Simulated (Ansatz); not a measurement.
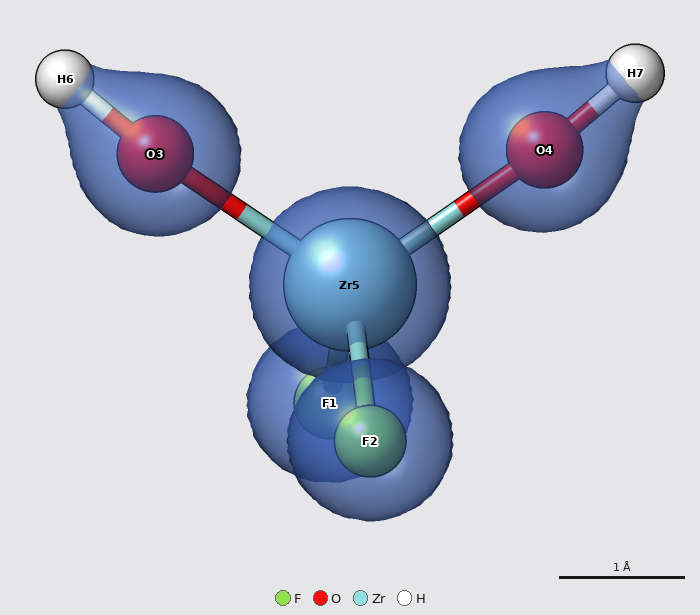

*F2H2O2Zr. Isosurface of the electron density at 1.5 e/Å³ (blue), seen at a tilt.*

Geometry: PBE0-D4/def2-SVP; core potentials replace the inner electrons of Zr.

All numbers below come from isolated molecule in a Gaussian basis; Kohn-Sham density functional theory, functional PBE0 in Ansatz.

Input

```
basis:
  gaussian:
    orbitals: def2-TZVPD
crystal:
  periodic: [false, false, false]
  atoms:
    - {symbol: F, position_ang: [2.807693, -1.776684, 0.024386]}
    - {symbol: F, position_ang: [1.880068, -3.218421, 2.626495]}
    - {symbol: O, position_ang: [-0.205426, -1.784436, 0.811859]}
    - {symbol: O, position_ang: [1.877835, -0.107492, 2.483712]}
    - {symbol: Zr, position_ang: [1.577987, -1.709317, 1.489144]}
    - {symbol: H, position_ang: [-1.112475, -1.739826, 0.513783]}
    - {symbol: H, position_ang: [1.939355, 0.717238, 2.962893]}
output: {forces: true, orbitals: {seedname: orbitals}}
hamiltonian:
  xc: {name: PBE0}
```

Run with:

```sh
ansatz run input.yaml --threads 2 --pin off --max-ram 5220MiB --events-out events.jsonl --progress --plain --runs-dir runs
```

### Which contacts does the surface bridge?

At this value the surface falls into five separate pieces. It bridges the sampled O–H (0.96 Å) contacts, where the density stays above the isovalue. It is pinched off along the sampled Zr–O (1.91 Å) and Zr–F (1.91 Å) contacts. On the grid the lowest density along these lines, outside the cores, is 0.89 e/Å³ (Zr–O, 1.91 Å), 0.9 e/Å³ (Zr–F, 1.91 Å) and 2.4 e/Å³ (O–H, 0.96 Å).
